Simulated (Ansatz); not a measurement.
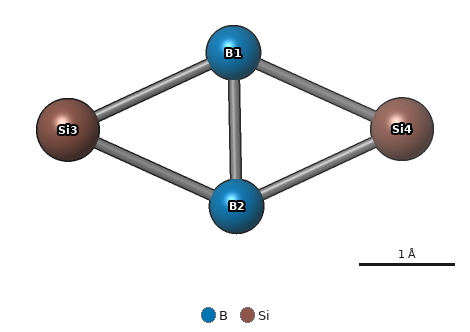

Fig. 1: The input geometry of run A (ball-and-stick view, seen on its broad side; atoms are numbered from 1 in the order of the input). Bond lengths as drawn: B–B 1.62 Å and B–Si 1.93 to 1.95 Å.

**Two runs on B$_{2}$Si$_{2}$**

System: B$_{2}$Si$_{2}$, multiplicity 5.
Method of run A: UKS B3LYP-D4/def2-TZVP (Ansatz 0.2.0).

The geometry: B3LYP-D4/def2-TZVP start. Text and figures count atoms from 1; the logs count them from 0 in places.

**Input file, run A**
```yaml
crystal:
  periodic: [false, false, false]
  atoms:
    - {symbol: B, position_ang: [0.655220, 0.469787, 0.059905]}
    - {symbol: B, position_ang: [-0.655338, -0.470059, -0.060000]}
    - {symbol: Si, position_ang: [-0.974413, 1.443490, -0.277544]}
    - {symbol: Si, position_ang: [0.974531, -1.443208, 0.277648]}
basis:
  gaussian: {orbitals: def2-TZVP}
magnetization: {spin_polarized: true, initial_magnetization: 4}
hamiltonian: {xc: {name: B3LYP}, dispersion: d4}
scf: {lower_state_search: "off"}
output: {orbitals: {seedname: orbitals}}
relax: {f_tol: 0.02, max_steps: 100}
```

Command:
```bash
ansatz run in.yaml --threads 4 --pin off --events-out ev --progress --plain --max-ram 3916MiB
```

Hardware: 4 threads of Arm Neoverse V2, 23 GiB of memory available, shared host.

**Output, shortened to warnings, some set-up lines, iterations and results (run A)**
```
[...]
mean field evaluation 1: about -17093.2257 eV, gradient 3.7e1 eV
mean field evaluation 2: about -17068.5658 eV, gradient 6.5e1 eV
mean field evaluation 4: about -17102.1819 eV, gradient 1.4e0 eV
mean field evaluation 8: about -17102.1921 eV, gradient 1.3e-1 eV
mean field evaluation 16: about -17102.2472 eV, gradient 2.2e-4 eV
relax step   1: F+E_penalty+E_count = -17102.49705304 eV  Δ(F+E_penalty+E_count) = +0.000e0 eV  max|allowed force component| = 6.764e-1 eV/Å  Δτ_max = 0.0000 Å  (18 SCF …
relax step   2: F+E_penalty+E_count = -17102.51009352 eV  Δ(F+E_penalty+E_count) = -1.304e-2 eV  max|allowed force component| = 3.930e-1 eV/Å  Δτ_max = 0.0081 Å  (25 SCF …
mean field evaluation 32: about -17102.2680 eV, gradient 9.0e-2 eV
relax step   3: F+E_penalty+E_count = -17102.51707074 eV  Δ(F+E_penalty+E_count) = -6.977e-3 eV  max|allowed force component| = 2.104e-2 eV/Å  Δτ_max = 0.0118 Å  (25 SCF …
relax step   4: F+E_penalty+E_count = -17102.51708921 eV  Δ(F+E_penalty+E_count) = -1.847e-5 eV  max|allowed force component| = 1.286e-3 eV/Å  Δτ_max = 0.0008 Å  (17 SCF …
Total energy: -17102.51729345 eV, -628.5059180317 hartree
Atom 0 at     0.675604     0.471183     0.062987 Å, force    -0.000764    -0.000740    -0.000054 eV/Å
Atom 1 at    -0.675637    -0.471208    -0.062983 Å, force     0.000849     0.000967     0.000045 eV/Å
Atom 2 at    -0.986623     1.452220    -0.280253 Å, force    -0.000974     0.001059    -0.000243 eV/Å
Atom 3 at     0.986655    -1.452185     0.280258 Å, force     0.000889    -0.001286     0.000252 eV/Å
Dipole moment:     0.000012     0.000008     0.000001 e Å
Checks for a lower state left out: stability, starts, cluster_reference, orbital_swaps, neighbouring_geometries, increment
```

The input of run B differs as follows (lines with − go, lines with + come):
```diff
-magnetization: {spin_polarized: true, initial_magnetization: 4}
+magnetization: {spin_polarized: true, initial_magnetization: 2}
```

What does this change do to the results?

With the same method and basis, run B lies 37.2 kcal/mol lower. The HOMO goes from −4.96 to −5.97 eV. The LUMO goes from −5.00 to −4.64 eV.

**Output, shortened to warnings, some set-up lines, iterations and results (run B)**
```
[...]
mean field evaluation 1: about -17090.8489 eV, gradient 4.4e1 eV
mean field evaluation 2: about -17038.4695 eV, gradient 8.5e1 eV
mean field evaluation 4: about -17103.4064 eV, gradient 2.3e0 eV
mean field evaluation 8: about -17103.4391 eV, gradient 3.9e-2 eV
mean field evaluation 16: about -17103.4911 eV, gradient 6.8e-4 eV
relax step   1: F+E_penalty+E_count = -17104.06663209 eV  Δ(F+E_penalty+E_count) = +0.000e0 eV  max|allowed force component| = 7.505e-1 eV/Å  Δτ_max = 0.0000 Å  (64 SCF …
mean field evaluation 32: about -17103.8715 eV, gradient 9.8e-2 eV
relax step   2: F+E_penalty+E_count = -17104.11983352 eV  Δ(F+E_penalty+E_count) = -5.320e-2 eV  max|allowed force component| = 2.747e-1 eV/Å  Δτ_max = 0.0285 Å  (27 SCF …
relax step   3: F+E_penalty+E_count = -17104.12886165 eV  Δ(F+E_penalty+E_count) = -9.028e-3 eV  max|allowed force component| = 4.442e-2 eV/Å  Δτ_max = 0.0174 Å  (25 SCF …
relax step   4: F+E_penalty+E_count = -17104.12893340 eV  Δ(F+E_penalty+E_count) = -7.175e-5 eV  max|allowed force component| = 7.993e-3 eV/Å  Δτ_max = 0.0010 Å  (17 SCF …
Total energy: -17104.12914117 eV, -628.5651523428 hartree
Atom 0 at     0.645154     0.449738     0.060121 Å, force     0.007993     0.005668     0.000747 eV/Å
Atom 1 at    -0.645253    -0.449821    -0.060213 Å, force    -0.007758    -0.005403    -0.000714 eV/Å
Atom 2 at    -1.004048     1.478567    -0.285218 Å, force    -0.001792     0.002363    -0.000495 eV/Å
Atom 3 at     1.004147    -1.478473     0.285320 Å, force     0.001557    -0.002628     0.000462 eV/Å
Dipole moment:     0.000039     0.000034     0.000005 e Å
Checks for a lower state left out: stability, starts, cluster_reference, orbital_swaps, neighbouring_geometries, increment
```

**The two runs side by side**

```csv
quantity,run A,run B
outcome,converged,converged
total energy (hartree),−628.505918,−628.565152
HOMO (eV),−4.96,−5.97
LUMO (eV),−5.00,−4.64
dipole moment (D),0.00,0.00
⟨S²⟩,6.020,2.008
largest force (eV/Å),0.002,0.010
basis functions,136,136
wall time (shared host),5.5 s,6.5 s
```
